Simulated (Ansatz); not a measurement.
# AlFH2SSi: shape, modes and thermochemistry

Aim: relax AlFH2SSi from a cheap starting geometry, then compute its harmonic vibrations to see whether it is a minimum and to get the zero-point energy and entropy.

Method: RKS PBE0-D4/def2-TZVP; program: Ansatz 0.2.0, Gaussian basis.

Levels to be run: relaxation at PBE-D4/def2-SVP; relaxation at PBE0-D4/def2-TZVP; harmonic vibrations at the same level.

1 further run of the same task is left out (set aside as unsound or not needed).

## (1) The system as given

6 atoms, charge 0, spin multiplicity 1.

Atoms are counted from 1 here; the program's logs count them from 0.

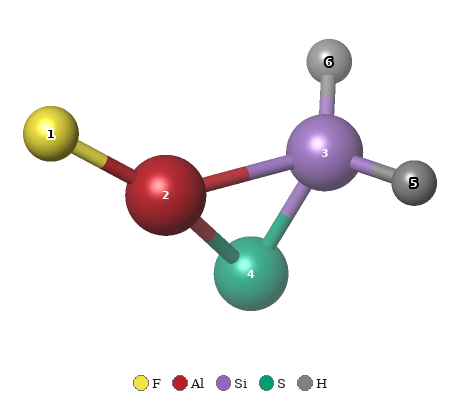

The starting geometry (fluorine yellow, aluminium red, silicon purple, sulfur teal, hydrogen grey); atoms are numbered from 1 in the order of the file.

The start is a force-field geometry with small random shifts, so a cheaper pass at PBE-D4/def2-SVP comes first.

## (2) Relaxation at PBE-D4/def2-SVP (cheap first pass)

The input, in.yaml:

```yaml
crystal:
  periodic: [false, false, false]
  atoms:
    - {symbol: F, position_ang: [-0.163300, -2.860200, 1.004500]}
    - {symbol: Al, position_ang: [-0.238800, -1.381700, -0.094200]}
    - {symbol: Si, position_ang: [0.315400, 0.898500, -0.082400]}
    - {symbol: S, position_ang: [-1.387900, 0.344900, -1.033500]}
    - {symbol: H, position_ang: [1.397300, 1.302200, -1.032700]}
    - {symbol: H, position_ang: [0.119400, 1.632200, 1.192100]}
basis:
  gaussian: {orbitals: def2-SVP}
hamiltonian: {xc: pbe, dispersion: d4}
relax: {f_tol: 0.03, max_steps: 200}
```

Launch:

```bash
> ansatz run in.yaml --threads 2 --pin off --events-out ev --progress --plain --max-ram 4352MiB
```

Output, shortened:

```text
Functional definition: PBE
  name "PBE"
  cite "Perdew, Burke & Ernzerhof, Phys. Rev. Lett. 77, 3865 (1996) doi:10.1103/PhysRevLett.77.3865"
  parent pbe
[...]
858 factors; their error is unknown
[...]
mean field -28035.75230319 eV, -1030.2948938267 hartree, gradient 1.1e-5 eV, S^2 0.000000; 1 other end points of the search recorded, 0 dependent functions left out
[...]
reference -28035.75233905 eV, -1030.2948951447 hartree; 27, 27 occupied and 51, 51 virtual orbitals, 858 factors
relax step   1: F+E_penalty+E_count = -28035.90400915 eV  Δ(F+E_penalty+E_count) = +0.000e0 eV  max|allowed force component| = 3.330e0 eV/Å  Δτ_max = 0.0000 Å  (41 SCF iters, accepted)
[...]
relax step   7: F+E_penalty+E_count = -28037.08513598 eV  Δ(F+E_penalty+E_count) = -2.103e-3 eV  max|allowed force component| = 3.406e-2 eV/Å  Δτ_max = 0.0198 Å  (29 SCF iters, accepted)
[...]
relax step   8: F+E_penalty+E_count = -28037.08534016 eV  Δ(F+E_penalty+E_count) = -2.042e-4 eV  max|allowed force component| = 1.552e-2 eV/Å  Δτ_max = 0.0064 Å  (30 SCF iters, accepted)
858 factors; their error is unknown
mean field -28036.93304493 eV, -1030.3382852854 hartree, gradient 8.3e-6 eV, S^2 0.000000; 1 other end points of the search recorded, 0 dependent functions left out
[...]
reference -28036.93308104 eV, -1030.3382866125 hartree; 27, 27 occupied and 51, 51 virtual orbitals, 858 factors
Total energy: -28037.08537627 eV, -1030.3438833588 hartree
Atom 0 at    -0.292469    -2.956218     0.637992 Å, force    -0.001705    -0.000254    -0.002545 eV/Å
Atom 1 at    -0.250249    -1.344212     0.206867 Å, force     0.015000     0.000867     0.009481 eV/Å
Atom 2 at     0.446930     0.857273     0.018921 Å, force    -0.015525    -0.014984     0.001546 eV/Å
Atom 3 at    -1.454396     0.058054    -0.933361 Å, force    -0.001699     0.010214    -0.007278 eV/Å
Atom 4 at     1.424498     1.378247    -1.000003 Å, force     0.000746    -0.000255    -0.002885 eV/Å
Atom 5 at     0.167785     1.942756     1.023384 Å, force     0.003183     0.004412     0.001681 eV/Å
Dipole moment:     0.240973     0.067282     0.128567 e Å
```

It took 12 s on 2 threads of Arm Neoverse V2, shared host.

Along the way:

```csv
step,energy from step 1 (eV),largest force component (eV/Å)
1,0.0000,3.3295
2,-0.8514,2.0563
3,-1.0424,1.7222
4,-1.1631,0.4959
5,-1.1781,0.1105
6,-1.1790,0.1025
7,-1.1811,0.0341
8,-1.1813,0.0155
```

Distances of close pairs at the start and the end, largest changes first:

```csv
bond,before (Å),after (Å),change (Å)
Si3–S4,2.028,2.272,+0.244
F1–Al2,1.844,1.669,-0.174
Al2–S4,2.277,2.172,-0.105
Al2–Si3,2.347,2.317,-0.030
Si3–H6,1.484,1.505,+0.021
Si3–H5,1.496,1.505,+0.010
```

## (3) Geometry optimisation, PBE0-D4/def2-TZVP

The input, in.yaml:

```yaml
crystal:
  periodic: [false, false, false]
  atoms:
    - {symbol: F, position_ang: [-0.292469, -2.956218, 0.637992]}
    - {symbol: Al, position_ang: [-0.250249, -1.344212, 0.206867]}
    - {symbol: Si, position_ang: [0.446930, 0.857273, 0.018921]}
    - {symbol: S, position_ang: [-1.454396, 0.058054, -0.933361]}
    - {symbol: H, position_ang: [1.424498, 1.378247, -1.000003]}
    - {symbol: H, position_ang: [0.167785, 1.942756, 1.023384]}
basis:
  gaussian: {orbitals: def2-TZVP}
hamiltonian: {xc: pbe0, dispersion: d4}
relax: {f_tol: 0.005, max_steps: 150}
```

Same command.

Output, shortened:

```text
Functional definition: PBE0
  name "PBE0"
  cite "Adamo & Barone, J. Chem. Phys. 110, 6158 (1999) doi:10.1063/1.478522"
  cite "Perdew, Burke & Ernzerhof, Phys. Rev. Lett. 77, 3865 (1996) doi:10.1103/PhysRevLett.77.3865"
  parent pbe
[...]
1062 factors; their error is unknown
[...]
mean field -28051.51378935 eV, -1030.8741177596 hartree, gradient 5.9e-5 eV, S^2 0.000000; 0 other end points of the search recorded, 0 dependent functions left out
[...]
reference -28051.51382051 eV, -1030.8741189049 hartree; 27, 27 occupied and 127, 127 virtual orbitals, 1062 factors
relax step   1: F+E_penalty+E_count = -28051.64330199 eV  Δ(F+E_penalty+E_count) = +0.000e0 eV  max|allowed force component| = 8.531e-1 eV/Å  Δτ_max = 0.0000 Å  (25 SCF iters, accepted)
[...]
1062 factors; their error is unknown
[...]
mean field -28051.54949566 eV, -1030.8754299425 hartree, gradient 5.1e-5 eV, S^2 0.000000; 1 other end points of the search recorded, 0 dependent functions left out
[...]
reference -28051.54952681 eV, -1030.8754310870 hartree; 27, 27 occupied and 127, 127 virtual orbitals, 1062 factors
Total energy: -28051.67992712 eV, -1030.8802232100 hartree
Atom 0 at    -0.301951    -2.925431     0.620876 Å, force    -0.000084    -0.000289     0.000177 eV/Å
Atom 1 at    -0.235288    -1.339744     0.216118 Å, force     0.000096     0.000763    -0.000468 eV/Å
Atom 2 at     0.432768     0.854427     0.012993 Å, force    -0.000275    -0.000216     0.000059 eV/Å
Atom 3 at    -1.422093     0.058739    -0.914031 Å, force     0.000216    -0.000184     0.000208 eV/Å
Atom 4 at     1.404038     1.362860    -0.989716 Å, force    -0.000065    -0.000034     0.000125 eV/Å
Atom 5 at     0.164624     1.925048     1.007560 Å, force     0.000112    -0.000039    -0.000102 eV/Å
Dipole moment:     0.245483     0.081911     0.129369 e Å
```

Run time: 20 s. Hardware: 2 threads of Arm Neoverse V2, shared host; peak memory 0.35 GiB.

Step by step:

```
step  energy from step 1 (eV)  largest force component (eV/Å)
   1                   0.0000                          0.8531
   2                  -0.0290                          0.5187
   3                  -0.0364                          0.0376
   4                  -0.0366                          0.0121
   5                  -0.0366                          0.0064
   6                  -0.0366                          0.0008
```

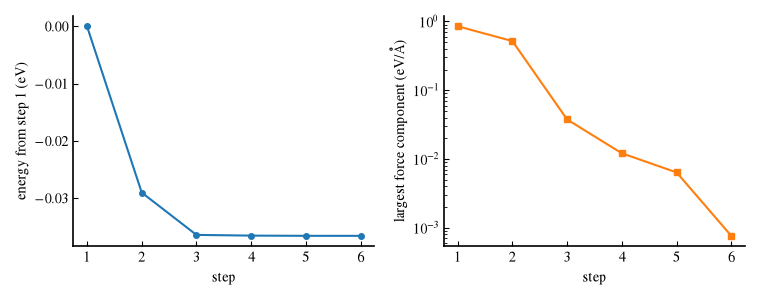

Energy and force, step by step.

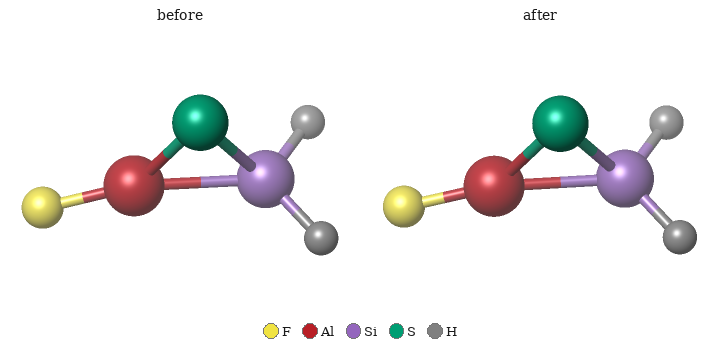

Before and after, at one scale.

Close pairs (by a distance rule), those that changed most:

```
   bond  before (Å)  after (Å)  change (Å)
 Si3–S4       2.272      2.221      -0.051
 F1–Al2       1.669      1.638      -0.031
 Si3–H5       1.505      1.486      -0.019
 Si3–H6       1.505      1.486      -0.019
 Al2–S4       2.172      2.154      -0.017
Al2–Si3       2.317      2.303      -0.014
```

Mulliken charges at the end point, from the run's report:

| atom | value (e) |
| --- | --- |
| F1 | -0.31 |
| Al2 | 0.55 |
| Si3 | 0.03 |
| S4 | -0.27 |
| H5 | 0.00 |
| H6 | 0.00 |

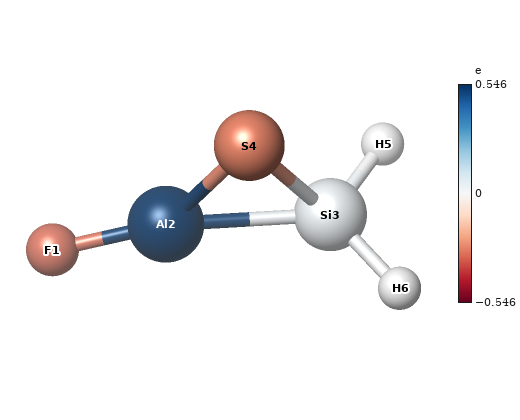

Mulliken charges at the end point, from the run's report, as colours on the atoms.

## (4) Harmonic vibrations

The input, in.yaml:

```yaml
crystal:
  periodic: [false, false, false]
  atoms:
    - {symbol: F, position_ang: [-0.301951, -2.925431, 0.620876]}
    - {symbol: Al, position_ang: [-0.235288, -1.339744, 0.216118]}
    - {symbol: Si, position_ang: [0.432768, 0.854427, 0.012993]}
    - {symbol: S, position_ang: [-1.422093, 0.058739, -0.914031]}
    - {symbol: H, position_ang: [1.404038, 1.362860, -0.989716]}
    - {symbol: H, position_ang: [0.164624, 1.925048, 1.007560]}
basis:
  gaussian: {orbitals: def2-TZVP}
hamiltonian: {xc: pbe0, dispersion: d4}
phonons: {temperatures: {t_min: 298.15, t_max: 900, t_step: 200}}
```

The command is unchanged.

Output, shortened:

```text
Functional definition: PBE0
  name "PBE0"
  cite "Adamo & Barone, J. Chem. Phys. 110, 6158 (1999) doi:10.1063/1.478522"
  cite "Perdew, Burke & Ernzerhof, Phys. Rev. Lett. 77, 3865 (1996) doi:10.1103/PhysRevLett.77.3865"
  parent pbe
[...]
1062 factors; their error is unknown
[...]
mean field -28051.54949633 eV, -1030.8754299669 hartree, gradient 5.6e-5 eV, S^2 0.000000; 0 other end points of the search recorded, 0 dependent functions left out
[...]
reference -28051.54952746 eV, -1030.8754311111 hartree; 27, 27 occupied and 127, 127 virtual orbitals, 1062 factors
[...]
1062 factors; their error is unknown
mean field -28051.54949549 eV, -1030.8754299362 hartree, gradient 1.3e-6 eV, S^2 0.000000; 0 other end points of the search recorded, 0 dependent functions left out
[...]
reference -28051.54952663 eV, -1030.8754310805 hartree; 27, 27 occupied and 127, 127 virtual orbitals, 1062 factors
[...]
reference -28051.54949746 eV, -1030.8754300085 hartree; 27, 27 occupied and 127, 127 virtual orbitals, 1062 factors
Total energy: -28051.67992778 eV, -1030.8802232342 hartree
Atom 0 at    -0.301951    -2.925431     0.620876 Å, force    -0.000085    -0.000309     0.000182 eV/Å
Atom 1 at    -0.235288    -1.339744     0.216118 Å, force     0.000103     0.000778    -0.000467 eV/Å
Atom 2 at     0.432768     0.854427     0.012993 Å, force    -0.000286    -0.000218     0.000062 eV/Å
Atom 3 at    -1.422093     0.058739    -0.914031 Å, force     0.000216    -0.000177     0.000206 eV/Å
Atom 4 at     1.404038     1.362860    -0.989716 Å, force    -0.000061    -0.000032     0.000123 eV/Å
Atom 5 at     0.164624     1.925048     1.007560 Å, force     0.000114    -0.000042    -0.000106 eV/Å
Dipole moment:     0.245482     0.081910     0.129368 e Å
Vibrations: 163.11 166.61 349.25 414.32 437.90 518.16 583.25 695.17 908.90 953.19 2214.56 2227.19 cm⁻¹, zero-point energy 0.597084 eV
```

Run time: 68 s. Hardware: 2 threads of Arm Neoverse V2, shared host; peak memory 0.34 GiB.

Motions are named by where the mode's potential energy lies. The modes, unscaled (a negative number is an imaginary wavenumber):

```csv
mode,cm⁻¹,motion
1,163,out-of-plane bend
2,167,bend
3,349,bend with Si–S stretch
4,414,Al–Si stretch with bend
5,438,bend
6,518,Si–S and Al–S stretch
7,583,bend
8,695,bend
9,909,Al–F stretch
10,953,bend
11,2215,Si–H stretch
12,2227,Si–H stretch
```

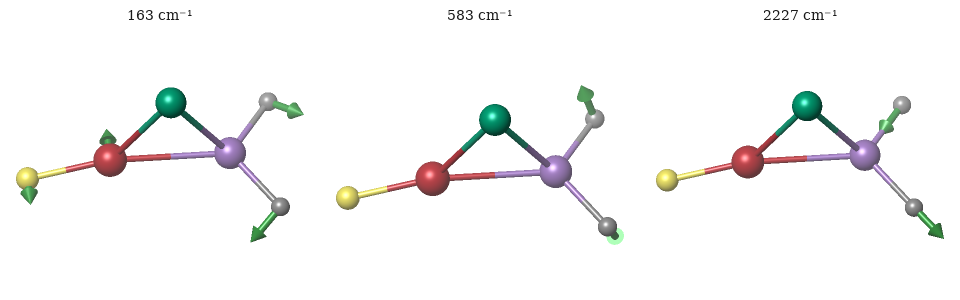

How the atoms move in 3 of the modes.

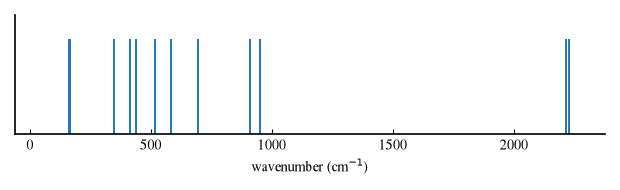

The harmonic wavenumbers as sticks (no intensities were computed).

From these modes and the moments of inertia (298.15 K, 1 bar, symmetry number 1):

```csv
term,value
zero-point energy,57.6 kJ/mol
H(298) − E,74.8 kJ/mol
"entropy, translation",167.3 J/(mol K)
"entropy, rotation",112.7 J/(mol K)
"entropy, vibration",40.0 J/(mol K)
"entropy, total",320.0 J/(mol K)
```

## (5) What came out

| quantity | value |
| --- | --- |
| point group | Cs |
| steps | 8 + 6 |
| shift from the start (rms) | 0.294 Å |
| total energy | -28051.6799 eV |
| dispersion term | -130 meV |
| dipole moment | 1.39 D |
| lowest, highest wavenumber | 163, 2227 cm⁻¹ |
| zero-point energy | 57.6 kJ/mol |
| entropy at 298.15 K | 320.0 J/(mol K) |

The relaxed geometry lies 0.29 Å (rms) from the start; the bond that changed most is F1–Al2, from 1.844 to 1.638 Å. No mode is imaginary: a true minimum at this level. The stiffest mode, 2227 cm⁻¹, is an Si–H stretch, and 2 modes under 200 cm⁻¹ make the vibrational entropy uncertain. Harmonic hybrid wavenumbers usually lie a few per cent above measured fundamentals. The largest Mulliken charge, +0.55 e, sits on Al2.
